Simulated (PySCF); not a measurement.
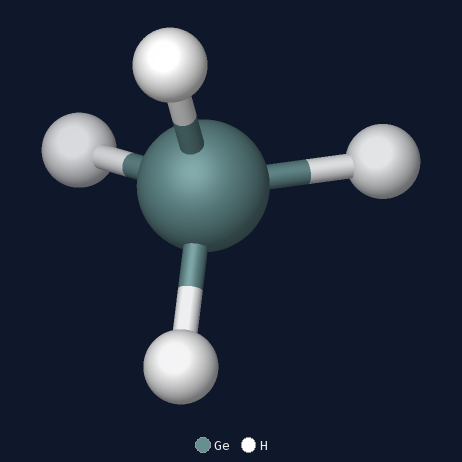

Computed geometry: PBE0-D3(BJ)/def2-SVP optimisation. No frequency run is at hand to confirm it as a minimum.

Give the structural formula.

SMILES: [GeH4]

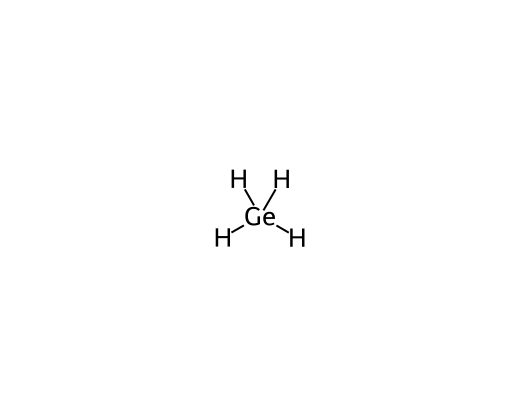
